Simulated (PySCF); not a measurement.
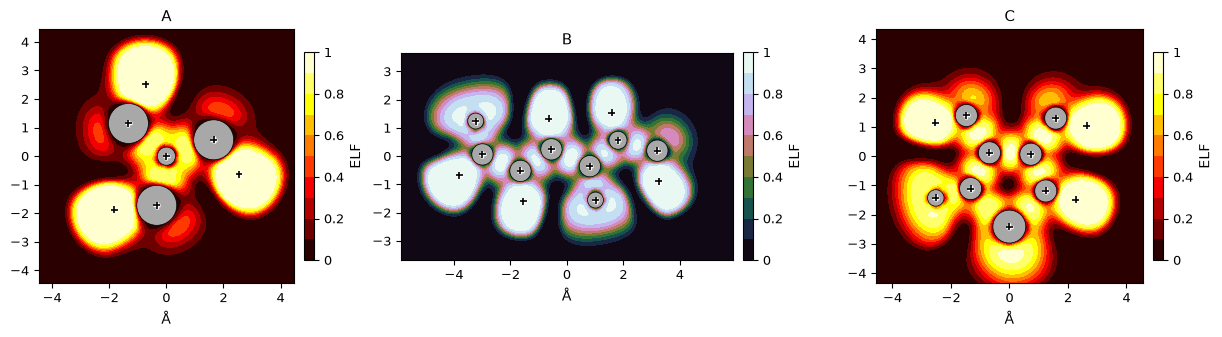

The ELF of 3 systems, each on a plane through atoms (crosses mark nuclei in the plane; grey discs cover the cores).

The calculation used PBE0/pcSseg-1, SCF density, gas phase, non-relativistic (PySCF).

System 1: C₆H₇OS (SMILES Cc1csc([O-])c1C) (charge −1), the plane of atoms C2, C1 and H9. Geometry: GFN2-xTB.

```xyz
15

C    -1.5500   -0.9852   -0.0041
C    -0.7263    0.2667   -0.0519
C    -1.2620    1.5073   -0.1641
S    -0.0433    2.7527   -0.1858
C     1.3069    1.4876   -0.0340
O     2.4886    1.8349    0.0011
C     0.6882    0.2513    0.0197
C     1.5038   -1.0031    0.1314
H    -2.6098   -0.7512   -0.1036
H    -1.3981   -1.5097    0.9417
H    -1.2672   -1.6654   -0.8101
H    -2.2962    1.7879   -0.2391
H     2.5578   -0.7327    0.1617
H     1.2621   -1.5658    1.0397
H     1.3412   -1.6674   -0.7245
```

System 2: H₉NSi₃ (SMILES [SiH3]N([SiH3])[SiH3]), the plane of atoms N2, Si3 and H8. Geometry: PBE0-D3(BJ)/def2-SVP.

```
atom    x (Å)    y (Å)    z (Å)
  Si   0.3558   1.7031  -0.1627
   N  -0.0002   0.0025   0.0746
  Si  -1.6442  -0.5145   0.4016
  Si   1.2870  -1.1872   0.0087
   H  -0.3620   2.2572  -1.3510
   H  -0.0256   2.5156   1.0326
   H   1.8295   1.8203  -0.3860
   H  -2.5084   0.7043   0.3517
   H  -2.1220  -1.4980  -0.6175
   H  -1.7672  -1.1490   1.7497
   H   0.6738  -2.5162   0.3146
   H   1.9204  -1.2403  -1.3441
   H   2.3543  -0.8969   1.0138
```

System 3: C₅H₇NO₂ (SMILES CNC(=O)/C=C/C=O), the plane of atoms C6, C7 and O8. Geometry: GFN2-xTB.

```xyz
15

C    -2.8261   -0.5434    0.0790
N    -1.4075   -0.4689    0.3205
C    -0.5442    0.0684   -0.5737
O    -0.8908    0.5127   -1.6504
C     0.8693    0.0641   -0.1155
C     1.8516    0.5606   -0.8735
C     3.2490    0.5567   -0.4261
O     3.6317    0.1289    0.6333
H    -3.3756    0.0387    0.8216
H    -3.0095   -0.1303   -0.9117
H    -3.1697   -1.5790    0.1104
H    -1.0643   -0.8150    1.2021
H     1.0991   -0.3514    0.8568
H     1.6237    0.9780   -1.8438
H     3.9590    0.9878   -1.1567
```

Q: Match each panel to its system.

A: Panel A is system 2, H₉NSi₃: the plane holds Si, N and H. Si–N (1.75 Å): the ELF peaks at about 0.90 between the atoms; a polar covalent bond. Panel B is system 3, C₅H₇NO₂: the plane holds C, N, O and H. C–O (1.20 Å): the ELF peaks at about 0.85 between the atoms: a short, multiple covalent bond. Panel C is system 1, C₆H₇OS: the plane holds C, S, O and H. C–O (1.23 Å): the ELF peaks at about 0.85 between the atoms: a polar covalent bond.
